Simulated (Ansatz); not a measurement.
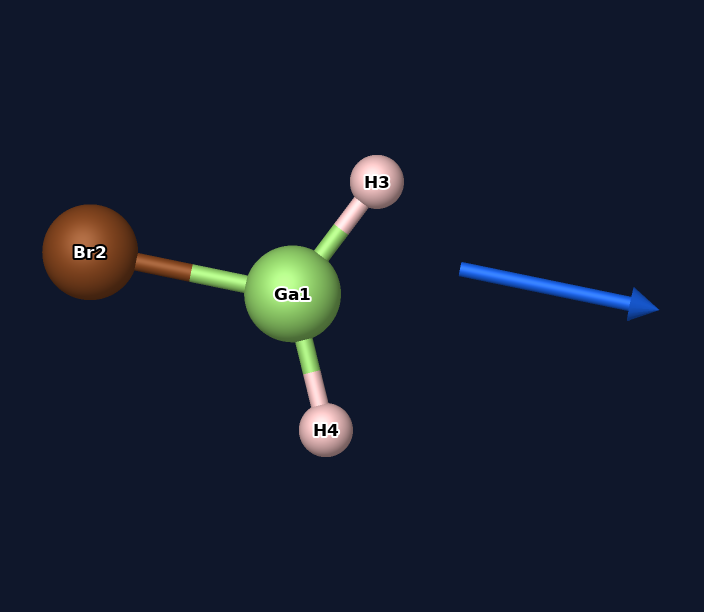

The arrow beside the molecule shows the direction of the dipole moment, from the negative to the positive end (its length means nothing). The geometry was computed by an optimisation with PBE0-D4/def2-TZVP. Level of theory: RKS PBE0-D4/def2-TZVP (Ansatz 0.2.0).

How large is the dipole moment?

Answer. 1.85 D; it points from the side of Br2 to the side of H3, H4 (the outermost atoms at the two ends).
